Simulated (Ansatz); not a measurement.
# SiNS (doublet): wB97M-V, B2PLYP, RPA-PBE over vertical spin and charge gaps and displaced geometries, cc-pVDZ

Aim: run SiNS (doublet) with these functionals over vertical spin and charge gaps and displaced geometries, and hold them against the top wave-function level at the same points.

The runs use Ansatz 0.2.0, Gaussian basis; cc-pVDZ, all electrons in the functionals, frozen cores in the correlation of double hybrids and RPA.

To be run: wB97M-V, B2PLYP, RPA-PBE, at charge 0, doublet; charge 0, quartet; charge 1, singlet; charge 1, triplet; displaced geometry v1; displaced geometry v2.

28 further runs of the same task are left out: 17 that didn't finish, 11 set aside as unsound or not needed.

**1. The system**

The geometry is a PBE0/def2-TZVP stationary point (not a proven minimum).

3 atoms, charge 0, spin multiplicity 2.

Atoms are counted from 1 here; the program's logs count them from 0.

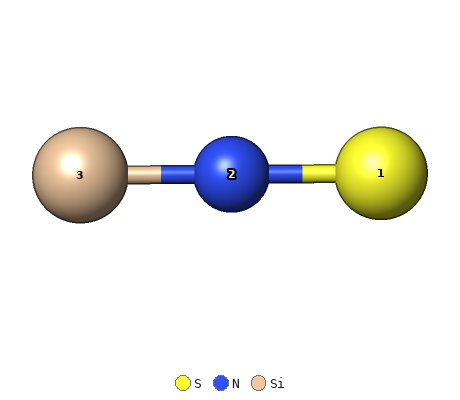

The structure; sulfur yellow, nitrogen blue, silicon light orange; atoms are numbered from 1 in the order of the file.

No dispersion term is added; wB97M-V holds VV10 nonlocal correlation.

The geometry shown and the zero of energy belong to the point charge 0, doublet. The yardstick, RCCSDT(Q), and other wave-function levels (R restricted, U unrestricted, valence and pair active spaces) come from earlier runs.

**2. wB97M-V, charge 0, doublet**

The input, in.yaml:

```yaml
crystal:
  periodic: [false, false, false]
  atoms:
    - {symbol: S, position_ang: [0.000000, 0.000000, -1.580500]}
    - {symbol: N, position_ang: [0.000000, 0.000000, -0.005800]}
    - {symbol: Si, position_ang: [0.000000, 0.000000, 1.586300]}
basis:
  gaussian: {orbitals: cc-pVDZ}
magnetization: {spin_polarized: true, initial_magnetization: 1}
hamiltonian: {xc: {name: wB97M-V}}
output: {forces: true, orbitals: {seedname: orbitals}}
```

Launch:

```sh
$ ansatz run in.yaml --threads 1 --pin off --events-out ev --progress --plain --max-ram 2393MiB
```

Standard output (excerpt; [...] marks lines left out):

```text
Functional definition: wB97M-V
  name "wB97M-V"
  cite "Mardirossian & Head-Gordon, J. Chem. Phys. 144, 214110 (2016) doi:10.1063/1.4952647"
  cite "Becke, J. Chem. Phys. 107, 8554 (1997) doi:10.1063/1.475007"
  cite "Vydrov & Van Voorhis, J. Chem. Phys. 133, 244103 (2010) doi:10.1063/1.3521275"
  # Of w^i u^j: cxij and so on, Table III.
[...]
  gx(w, u) = 1 - cx + cx01*u + cx10*w
  gss(w, u) = css00 + css04*u^4 + css10*w + css20*w^2 + css43*w^4*u^3
  gos(w, u) = cos00 + cos10*w + (cos20 + cos21*u)*w^2 + (cos60 + cos61*u)*w^6
[...]
      + integral(e_c_pw_mod_opposite_spin*gos(b97_w_opposite, b97_u_opposite)) + vv10(b, c)
515 factors; integrals over basis functions are off by at most 1.2e-3 eV
143 factors; integrals over basis functions are off by at most 1.2e-5 eV
[...]
mean field -20199.87093920 eV, -742.3315650514 hartree, gradient 7.2e-5 eV, S^2 0.755413; 0 other end points of the search recorded, 0 dependent functions left out
[...]
reference -20199.87096972 eV, -742.3315661730 hartree; 19, 18 occupied and 31, 32 virtual orbitals, 515 factors
Total energy: -20199.87096972 eV, -742.3315661730 hartree
Atom 0 at     0.000000     0.000000    -1.580500 Å, force    -0.000000     0.000000    -1.433962 eV/Å
Atom 1 at     0.000000     0.000000    -0.005800 Å, force    -0.000000     0.000000     0.821747 eV/Å
Atom 2 at     0.000000     0.000000     1.586300 Å, force     0.000000    -0.000000     0.612215 eV/Å
Dipole moment:     0.000000     0.000000     0.350398 e Å
```

It took 29 s on 1 thread of AMD EPYC, shared host.

From the report: ⟨S²⟩ of the determinant 0.755 (pure doublet: 0.75).

**3. wB97M-V, charge 0, quartet**

Edit in.yaml of step 2 so:

```diff
@@ -8,4 +8,4 @@
   gaussian: {orbitals: cc-pVDZ}
-magnetization: {spin_polarized: true, initial_magnetization: 1}
+magnetization: {spin_polarized: true, initial_magnetization: 3}
 hamiltonian: {xc: {name: wB97M-V}}
-output: {forces: true, orbitals: {seedname: orbitals}}
+output: {orbitals: {seedname: orbitals}}
```

The command is unchanged.

Standard output (excerpt; [...] marks lines left out):

```text
Functional definition: wB97M-V
  name "wB97M-V"
  cite "Mardirossian & Head-Gordon, J. Chem. Phys. 144, 214110 (2016) doi:10.1063/1.4952647"
  cite "Becke, J. Chem. Phys. 107, 8554 (1997) doi:10.1063/1.475007"
  cite "Vydrov & Van Voorhis, J. Chem. Phys. 133, 244103 (2010) doi:10.1063/1.3521275"
  # Of w^i u^j: cxij and so on, Table III.
[...]
  gx(w, u) = 1 - cx + cx01*u + cx10*w
  gss(w, u) = css00 + css04*u^4 + css10*w + css20*w^2 + css43*w^4*u^3
  gos(w, u) = cos00 + cos10*w + (cos20 + cos21*u)*w^2 + (cos60 + cos61*u)*w^6
[...]
      + integral(e_c_pw_mod_opposite_spin*gos(b97_w_opposite, b97_u_opposite)) + vv10(b, c)
515 factors; integrals over basis functions are off by at most 1.2e-3 eV
143 factors; integrals over basis functions are off by at most 1.2e-5 eV
[...]
mean field -20197.35497694 eV, -742.2391051437 hartree, gradient 2.6e-5 eV, S^2 3.756667; 0 other end points of the search recorded, 0 dependent functions left out
reference -20197.35500544 eV, -742.2391061910 hartree; 20, 17 occupied and 30, 33 virtual orbitals, 515 factors
Total energy: -20197.35500544 eV, -742.2391061910 hartree
```

Run time: 17 s. Hardware: 1 thread of AMD EPYC, shared host.

From the report: ⟨S²⟩ of the determinant 3.757 (pure quartet: 3.75).

From charge 0, doublet: +2.516 eV.

**4. wB97M-V, charge 1, singlet**

Edit in.yaml of step 3 so:

```diff
@@ -8,4 +8,5 @@
   gaussian: {orbitals: cc-pVDZ}
-magnetization: {spin_polarized: true, initial_magnetization: 3}
+total_charge: 1
+magnetization: {spin_polarized: true, initial_magnetization: 0}
 hamiltonian: {xc: {name: wB97M-V}}
-output: {orbitals: {seedname: orbitals}}
+output: {forces: true, orbitals: {seedname: orbitals}}
```

The command is unchanged.

Standard output (excerpt; [...] marks lines left out):

```text
Functional definition: wB97M-V
  name "wB97M-V"
  cite "Mardirossian & Head-Gordon, J. Chem. Phys. 144, 214110 (2016) doi:10.1063/1.4952647"
  cite "Becke, J. Chem. Phys. 107, 8554 (1997) doi:10.1063/1.475007"
  cite "Vydrov & Van Voorhis, J. Chem. Phys. 133, 244103 (2010) doi:10.1063/1.3521275"
  # Of w^i u^j: cxij and so on, Table III.
[...]
  gx(w, u) = 1 - cx + cx01*u + cx10*w
  gss(w, u) = css00 + css04*u^4 + css10*w + css20*w^2 + css43*w^4*u^3
  gos(w, u) = cos00 + cos10*w + (cos20 + cos21*u)*w^2 + (cos60 + cos61*u)*w^6
[...]
      + integral(e_c_pw_mod_opposite_spin*gos(b97_w_opposite, b97_u_opposite)) + vv10(b, c)
515 factors; integrals over basis functions are off by at most 1.2e-3 eV
143 factors; integrals over basis functions are off by at most 1.2e-5 eV
[...]
mean field -20191.71299706 eV, -742.0317662072 hartree, gradient 5.5e-5 eV, S^2 1.005338; 5 other end points of the search recorded, 0 dependent functions left out
[...]
reference -20191.71302809 eV, -742.0317673478 hartree; 18, 18 occupied and 32, 32 virtual orbitals, 515 factors
Total energy: -20191.71302809 eV, -742.0317673478 hartree
Atom 0 at     0.000000     0.000000    -1.580500 Å, force    -0.000000     0.000000     1.251212 eV/Å
Atom 1 at     0.000000     0.000000    -0.005800 Å, force    -0.000000     0.000000    -4.229156 eV/Å
Atom 2 at     0.000000     0.000000     1.586300 Å, force     0.000000    -0.000000     2.977944 eV/Å
Dipole moment:     0.000000     0.000000     0.350426 e Å
```

Wall time 45 s (1 thread of AMD EPYC, shared host).

From the report: ⟨S²⟩ of the determinant 1.005 (pure singlet: 0.00). The determinant is far from a pure spin state, so its energy mixes those of several spin states (harmless only where they are near-degenerate, as at dissociation).

From charge 0, doublet: +8.158 eV.

**5. wB97M-V, charge 1, triplet**

Edit in.yaml of step 4 so:

```diff
@@ -9,3 +9,3 @@
 total_charge: 1
-magnetization: {spin_polarized: true, initial_magnetization: 0}
+magnetization: {spin_polarized: true, initial_magnetization: 2}
 hamiltonian: {xc: {name: wB97M-V}}
```

Launched as before.

Standard output (excerpt; [...] marks lines left out):

```text
Functional definition: wB97M-V
  name "wB97M-V"
  cite "Mardirossian & Head-Gordon, J. Chem. Phys. 144, 214110 (2016) doi:10.1063/1.4952647"
  cite "Becke, J. Chem. Phys. 107, 8554 (1997) doi:10.1063/1.475007"
  cite "Vydrov & Van Voorhis, J. Chem. Phys. 133, 244103 (2010) doi:10.1063/1.3521275"
  # Of w^i u^j: cxij and so on, Table III.
[...]
  gx(w, u) = 1 - cx + cx01*u + cx10*w
  gss(w, u) = css00 + css04*u^4 + css10*w + css20*w^2 + css43*w^4*u^3
  gos(w, u) = cos00 + cos10*w + (cos20 + cos21*u)*w^2 + (cos60 + cos61*u)*w^6
[...]
      + integral(e_c_pw_mod_opposite_spin*gos(b97_w_opposite, b97_u_opposite)) + vv10(b, c)
515 factors; integrals over basis functions are off by at most 1.2e-3 eV
143 factors; integrals over basis functions are off by at most 1.2e-5 eV
[...]
mean field -20192.01706757 eV, -742.0429405924 hartree, gradient 3.3e-5 eV, S^2 2.006448; 0 other end points of the search recorded, 0 dependent functions left out
[...]
reference -20192.01709849 eV, -742.0429417288 hartree; 19, 17 occupied and 31, 33 virtual orbitals, 515 factors
Total energy: -20192.01709849 eV, -742.0429417288 hartree
Atom 0 at     0.000000     0.000000    -1.580500 Å, force    -0.000000     0.000000     1.141167 eV/Å
Atom 1 at     0.000000     0.000000    -0.005800 Å, force    -0.000000     0.000000    -3.968968 eV/Å
Atom 2 at     0.000000     0.000000     1.586300 Å, force     0.000000    -0.000000     2.827801 eV/Å
Dipole moment:     0.000000     0.000000     0.337811 e Å
```

It took 18 s on 1 thread of AMD EPYC, shared host.

From the report: ⟨S²⟩ of the determinant 2.006 (pure triplet: 2.00).

From charge 0, doublet: +7.854 eV.

**6. wB97M-V, displaced geometry v1**

The input, in.yaml:

```yaml
crystal:
  periodic: [false, false, false]
  atoms:
    - {symbol: S, position_ang: [-0.015433, -0.009008, -1.558860]}
    - {symbol: N, position_ang: [-0.016266, -0.025151, 0.004687]}
    - {symbol: Si, position_ang: [0.031698, 0.034159, 1.554173]}
basis:
  gaussian: {orbitals: cc-pVDZ}
magnetization: {spin_polarized: true, initial_magnetization: 1}
hamiltonian: {xc: {name: wB97M-V}}
output: {orbitals: {seedname: orbitals}}
```

Launched as before.

Standard output (excerpt; [...] marks lines left out):

```text
Functional definition: wB97M-V
  name "wB97M-V"
  cite "Mardirossian & Head-Gordon, J. Chem. Phys. 144, 214110 (2016) doi:10.1063/1.4952647"
  cite "Becke, J. Chem. Phys. 107, 8554 (1997) doi:10.1063/1.475007"
  cite "Vydrov & Van Voorhis, J. Chem. Phys. 133, 244103 (2010) doi:10.1063/1.3521275"
  # Of w^i u^j: cxij and so on, Table III.
[...]
  gx(w, u) = 1 - cx + cx01*u + cx10*w
  gss(w, u) = css00 + css04*u^4 + css10*w + css20*w^2 + css43*w^4*u^3
  gos(w, u) = cos00 + cos10*w + (cos20 + cos21*u)*w^2 + (cos60 + cos61*u)*w^6
[...]
      + integral(e_c_pw_mod_opposite_spin*gos(b97_w_opposite, b97_u_opposite)) + vv10(b, c)
515 factors; integrals over basis functions are off by at most 1.1e-3 eV
143 factors; integrals over basis functions are off by at most 1.0e-5 eV
[...]
mean field -20199.78094985 eV, -742.3282580035 hartree, gradient 5.8e-6 eV, S^2 0.754915; 1 other end points of the search recorded, 0 dependent functions left out
reference -20199.78098028 eV, -742.3282591221 hartree; 19, 18 occupied and 31, 32 virtual orbitals, 515 factors
Total energy: -20199.78098028 eV, -742.3282591221 hartree
```

Run time: 47 s. Hardware: 1 thread of AMD EPYC, shared host.

From the report: ⟨S²⟩ of the determinant 0.755 (pure doublet: 0.75).

From charge 0, doublet: +0.090 eV.

**7. wB97M-V, displaced geometry v2**

The input, in.yaml:

```yaml
crystal:
  periodic: [false, false, false]
  atoms:
    - {symbol: S, position_ang: [0.084376, 0.005225, -1.585502]}
    - {symbol: N, position_ang: [-0.080498, 0.013599, 0.000791]}
    - {symbol: Si, position_ang: [-0.003878, -0.018825, 1.584711]}
basis:
  gaussian: {orbitals: cc-pVDZ}
magnetization: {spin_polarized: true, initial_magnetization: 1}
hamiltonian: {xc: {name: wB97M-V}}
output: {orbitals: {seedname: orbitals}}
```

Same command.

Standard output (excerpt; [...] marks lines left out):

```text
Functional definition: wB97M-V
  name "wB97M-V"
  cite "Mardirossian & Head-Gordon, J. Chem. Phys. 144, 214110 (2016) doi:10.1063/1.4952647"
  cite "Becke, J. Chem. Phys. 107, 8554 (1997) doi:10.1063/1.475007"
  cite "Vydrov & Van Voorhis, J. Chem. Phys. 133, 244103 (2010) doi:10.1063/1.3521275"
  # Of w^i u^j: cxij and so on, Table III.
[...]
  gx(w, u) = 1 - cx + cx01*u + cx10*w
  gss(w, u) = css00 + css04*u^4 + css10*w + css20*w^2 + css43*w^4*u^3
  gos(w, u) = cos00 + cos10*w + (cos20 + cos21*u)*w^2 + (cos60 + cos61*u)*w^6
[...]
      + integral(e_c_pw_mod_opposite_spin*gos(b97_w_opposite, b97_u_opposite)) + vv10(b, c)
515 factors; integrals over basis functions are off by at most 1.2e-3 eV
143 factors; integrals over basis functions are off by at most 1.3e-5 eV
[...]
mean field -20199.86970362 eV, -742.3315196447 hartree, gradient 4.2e-6 eV, S^2 0.755187; 1 other end points of the search recorded, 0 dependent functions left out
reference -20199.86973413 eV, -742.3315207657 hartree; 19, 18 occupied and 31, 32 virtual orbitals, 515 factors
Total energy: -20199.86973413 eV, -742.3315207657 hartree
```

It took 45 s on 1 thread of AMD EPYC, shared host.

From the report: ⟨S²⟩ of the determinant 0.755 (pure doublet: 0.75).

From charge 0, doublet: +0.001 eV.

**8. B2PLYP, charge 0, doublet**

The input, in.yaml:

```yaml
crystal:
  periodic: [false, false, false]
  atoms:
    - {symbol: S, position_ang: [0.000000, 0.000000, -1.580500]}
    - {symbol: N, position_ang: [0.000000, 0.000000, -0.005800]}
    - {symbol: Si, position_ang: [0.000000, 0.000000, 1.586300]}
basis:
  gaussian: {orbitals: cc-pVDZ}
magnetization: {spin_polarized: true, initial_magnetization: 1}
hamiltonian: {xc: {name: B2PLYP}}
correlation: {electrons: outside_noble_gas}
```

Launched as before.

Standard output (excerpt; [...] marks lines left out):

```text
Functional definition: B2PLYP
  name "B2PLYP"
  cite "Grimme, J. Chem. Phys. 124, 034108 (2006) doi:10.1063/1.2148954"
  cite "Becke, Phys. Rev. A 38, 3098 (1988) doi:10.1103/PhysRevA.38.3098"
  cite "Lee, Yang & Parr, Phys. Rev. B 37, 785 (1988) doi:10.1103/PhysRevB.37.785"
[...]
515 factors; integrals over basis functions are off by at most 1.2e-3 eV
[...]
mean field -20189.40215261 eV, -741.9468442403 hartree, gradient 5.7e-6 eV, S^2 0.760390; 2 other end points of the search recorded, 0 dependent functions left out
11 core orbitals not correlated: weight in the atoms' cores, before any rotation towards them, 1.000 or more for the frozen orbitals, at most 0.000 for the correlated occupied ones
reference -20189.40228033 eV, -741.9468489338 hartree; 8, 7 occupied and 31, 32 virtual orbitals, 515 factors
second order -12.61053274 eV of doubles, -0.00000000 eV of singles
Total energy: -20192.80712417 eV, -742.0719746370 hartree
```

It took 13 s on 1 thread of AMD EPYC, shared host.

From the report: ⟨S²⟩ of the determinant 0.760 (pure doublet: 0.75).

**9. B2PLYP, charge 0, quartet**

Edit in.yaml of step 8 so:

```diff
@@ -8,3 +8,3 @@
   gaussian: {orbitals: cc-pVDZ}
-magnetization: {spin_polarized: true, initial_magnetization: 1}
+magnetization: {spin_polarized: true, initial_magnetization: 3}
 hamiltonian: {xc: {name: B2PLYP}}
```

Same command.

Standard output (excerpt; [...] marks lines left out):

```text
Functional definition: B2PLYP
  name "B2PLYP"
  cite "Grimme, J. Chem. Phys. 124, 034108 (2006) doi:10.1063/1.2148954"
  cite "Becke, Phys. Rev. A 38, 3098 (1988) doi:10.1103/PhysRevA.38.3098"
  cite "Lee, Yang & Parr, Phys. Rev. B 37, 785 (1988) doi:10.1103/PhysRevB.37.785"
[...]
515 factors; integrals over basis functions are off by at most 1.2e-3 eV
[...]
mean field -20187.28916830 eV, -741.8691934991 hartree, gradient 8.4e-6 eV, S^2 3.774231; 0 other end points of the search recorded, 0 dependent functions left out
11 core orbitals not correlated: weight in the atoms' cores, before any rotation towards them, 1.000 or more for the frozen orbitals, at most 0.000 for the correlated occupied ones
reference -20187.28929162 eV, -741.8691980307 hartree; 9, 6 occupied and 30, 33 virtual orbitals, 515 factors
second order -11.32764338 eV of doubles, -0.00000000 eV of singles
Total energy: -20190.34775533 eV, -741.9815944990 hartree
```

It took 6.5 s on 1 thread of AMD EPYC, shared host.

From the report: ⟨S²⟩ of the determinant 3.774 (pure quartet: 3.75).

From charge 0, doublet: +2.459 eV.

**10. B2PLYP, charge 1, singlet**

Edit in.yaml of step 9 so:

```diff
@@ -8,3 +8,4 @@
   gaussian: {orbitals: cc-pVDZ}
-magnetization: {spin_polarized: true, initial_magnetization: 3}
+total_charge: 1
+magnetization: {spin_polarized: true, initial_magnetization: 0}
 hamiltonian: {xc: {name: B2PLYP}}
```

The command is unchanged.

Standard output (excerpt; [...] marks lines left out):

```text
Functional definition: B2PLYP
  name "B2PLYP"
  cite "Grimme, J. Chem. Phys. 124, 034108 (2006) doi:10.1063/1.2148954"
  cite "Becke, Phys. Rev. A 38, 3098 (1988) doi:10.1103/PhysRevA.38.3098"
  cite "Lee, Yang & Parr, Phys. Rev. B 37, 785 (1988) doi:10.1103/PhysRevB.37.785"
[...]
515 factors; integrals over basis functions are off by at most 1.2e-3 eV
[...]
mean field -20181.55285137 eV, -741.6583877399 hartree, gradient 2.1e-6 eV, S^2 1.012019; 6 other end points of the search recorded, 0 dependent functions left out
11 core orbitals not correlated: weight in the atoms' cores, before any rotation towards them, 1.000 or more for the frozen orbitals, at most 0.000 for the correlated occupied ones
reference -20181.55298052 eV, -741.6583924862 hartree; 7, 7 occupied and 32, 32 virtual orbitals, 515 factors
second order -11.49486726 eV of doubles, -0.00000000 eV of singles
Total energy: -20184.65659468 eV, -741.7724482029 hartree
```

It took 23 s on 1 thread of AMD EPYC, shared host.

From the report: ⟨S²⟩ of the determinant 1.012 (pure singlet: 0.00). The determinant is far from a pure spin state, so its energy mixes those of several spin states (harmless only where they are near-degenerate, as at dissociation).

From charge 0, doublet: +8.151 eV.

**11. B2PLYP, charge 1, triplet**

Edit in.yaml of step 10 so:

```diff
@@ -9,3 +9,3 @@
 total_charge: 1
-magnetization: {spin_polarized: true, initial_magnetization: 0}
+magnetization: {spin_polarized: true, initial_magnetization: 2}
 hamiltonian: {xc: {name: B2PLYP}}
```

The command is unchanged.

Standard output (excerpt; [...] marks lines left out):

```text
Functional definition: B2PLYP
  name "B2PLYP"
  cite "Grimme, J. Chem. Phys. 124, 034108 (2006) doi:10.1063/1.2148954"
  cite "Becke, Phys. Rev. A 38, 3098 (1988) doi:10.1103/PhysRevA.38.3098"
  cite "Lee, Yang & Parr, Phys. Rev. B 37, 785 (1988) doi:10.1103/PhysRevB.37.785"
[...]
515 factors; integrals over basis functions are off by at most 1.2e-3 eV
[...]
mean field -20181.85310047 eV, -741.6694216910 hartree, gradient 1.6e-6 eV, S^2 2.011850; 2 other end points of the search recorded, 0 dependent functions left out
11 core orbitals not correlated: weight in the atoms' cores, before any rotation towards them, 1.000 or more for the frozen orbitals, at most 0.000 for the correlated occupied ones
reference -20181.85322981 eV, -741.6694264442 hartree; 8, 6 occupied and 31, 33 virtual orbitals, 515 factors
second order -11.41174786 eV of doubles, -0.00000000 eV of singles
Total energy: -20184.93440174 eV, -741.7826574238 hartree
```

It took 9.5 s on 1 thread of AMD EPYC, shared host.

From the report: ⟨S²⟩ of the determinant 2.012 (pure triplet: 2.00).

From charge 0, doublet: +7.873 eV.

**12. B2PLYP, displaced geometry v1**

The input, in.yaml:

```yaml
crystal:
  periodic: [false, false, false]
  atoms:
    - {symbol: S, position_ang: [-0.015433, -0.009008, -1.558860]}
    - {symbol: N, position_ang: [-0.016266, -0.025151, 0.004687]}
    - {symbol: Si, position_ang: [0.031698, 0.034159, 1.554173]}
basis:
  gaussian: {orbitals: cc-pVDZ}
magnetization: {spin_polarized: true, initial_magnetization: 1}
hamiltonian: {xc: {name: B2PLYP}}
correlation: {electrons: outside_noble_gas}
```

Same command.

Standard output (excerpt; [...] marks lines left out):

```text
Functional definition: B2PLYP
  name "B2PLYP"
  cite "Grimme, J. Chem. Phys. 124, 034108 (2006) doi:10.1063/1.2148954"
  cite "Becke, Phys. Rev. A 38, 3098 (1988) doi:10.1103/PhysRevA.38.3098"
  cite "Lee, Yang & Parr, Phys. Rev. B 37, 785 (1988) doi:10.1103/PhysRevB.37.785"
[...]
515 factors; integrals over basis functions are off by at most 1.1e-3 eV
[...]
mean field -20189.33297204 eV, -741.9443019009 hartree, gradient 1.2e-10 eV, S^2 0.759450; 4 other end points of the search recorded, 0 dependent functions left out
11 core orbitals not correlated: weight in the atoms' cores, before any rotation towards them, 1.000 or more for the frozen orbitals, at most 0.000 for the correlated occupied ones
reference -20189.33309921 eV, -741.9443065743 hartree; 8, 7 occupied and 31, 32 virtual orbitals, 515 factors
second order -12.39579751 eV of doubles, -0.00000000 eV of singles
Total energy: -20192.67996453 eV, -742.0673016066 hartree
```

It took 46 s on 1 thread of AMD EPYC, shared host.

From the report: ⟨S²⟩ of the determinant 0.759 (pure doublet: 0.75).

From charge 0, doublet: +0.127 eV.

**13. B2PLYP, displaced geometry v2**

The input, in.yaml:

```yaml
crystal:
  periodic: [false, false, false]
  atoms:
    - {symbol: S, position_ang: [0.084376, 0.005225, -1.585502]}
    - {symbol: N, position_ang: [-0.080498, 0.013599, 0.000791]}
    - {symbol: Si, position_ang: [-0.003878, -0.018825, 1.584711]}
basis:
  gaussian: {orbitals: cc-pVDZ}
magnetization: {spin_polarized: true, initial_magnetization: 1}
hamiltonian: {xc: {name: B2PLYP}}
correlation: {electrons: outside_noble_gas}
```

Launched as before.

Standard output (excerpt; [...] marks lines left out):

```text
Functional definition: B2PLYP
  name "B2PLYP"
  cite "Grimme, J. Chem. Phys. 124, 034108 (2006) doi:10.1063/1.2148954"
  cite "Becke, Phys. Rev. A 38, 3098 (1988) doi:10.1103/PhysRevA.38.3098"
  cite "Lee, Yang & Parr, Phys. Rev. B 37, 785 (1988) doi:10.1103/PhysRevB.37.785"
[...]
515 factors; integrals over basis functions are off by at most 1.2e-3 eV
[...]
mean field -20189.40050406 eV, -741.9467836569 hartree, gradient 5.0e-9 eV, S^2 0.759910; 4 other end points of the search recorded, 0 dependent functions left out
11 core orbitals not correlated: weight in the atoms' cores, before any rotation towards them, 1.000 or more for the frozen orbitals, at most 0.000 for the correlated occupied ones
reference -20189.40063219 eV, -741.9467883657 hartree; 8, 7 occupied and 31, 32 virtual orbitals, 515 factors
second order -12.59752188 eV of doubles, -0.00000000 eV of singles
Total energy: -20192.80196310 eV, -742.0717849711 hartree
```

Wall time 25 s (1 thread of AMD EPYC, shared host).

From the report: ⟨S²⟩ of the determinant 0.760 (pure doublet: 0.75).

From charge 0, doublet: +0.005 eV.

(Part 1 of 2 ends here.)
